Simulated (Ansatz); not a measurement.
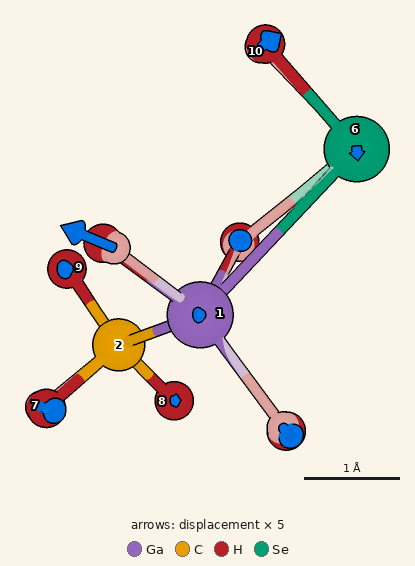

This is a constrained relaxation of CH7GaSe. The starting structure is drawn faded, the final one solid; blue arrows show the displacements, 5 times their true length. The two geometries are superimposed by the best rigid fit.

The picture is a ball-and-stick view, seen from a free direction.

The reaction that was planned forms Ga1–Se6, C2–H5 and breaks Ga1–C2, H5–Se6 (atoms numbered from 1 in input order).

These are results of RKS PBE0-D4/def2-SVP in Ansatz 0.2.0, not measurements. (held fixed: the distance between atoms 1 (Ga) and 6 (Se), the distance between atoms 2 (C) and 5 (H), the distance between atoms 1 (Ga) and 2 (C), the distance between atoms 5 (H) and 6 (Se), counting from 1; force threshold 0.04 eV/Å; at most 150 steps)

Which element moves most?

Answer. Hydrogen: up to 0.15 Å, against 0.03 Å for selenium.

What did the optimiser do to the structure, and how much energy did it gain?

Answer. The largest move after the best rigid fit is that of an H atom, 0.15 Å. Largest moves by element: H 0.15 Å, Se 0.03 Å, Ga 0.03 Å, C 0.02 Å. Among the contacts that change: Ga–H 1.785 → 1.875 Å, Ga–H 1.540 → 1.564 Å, H–Se 1.451 → 1.472 Å, C–H 1.101 → 1.107 Å. Bond angles that change, for instance: H–Ga–H 119.6° → 129.2°, Ga–C–H 95.9° → 90.6°, H–Ga–H 117.8° → 112.7°. The energy falls by 8.32 kJ/mol in 2 geometry steps. Largest force component: 0.49 eV/Å at the start, 0.033 eV/Å at the end.
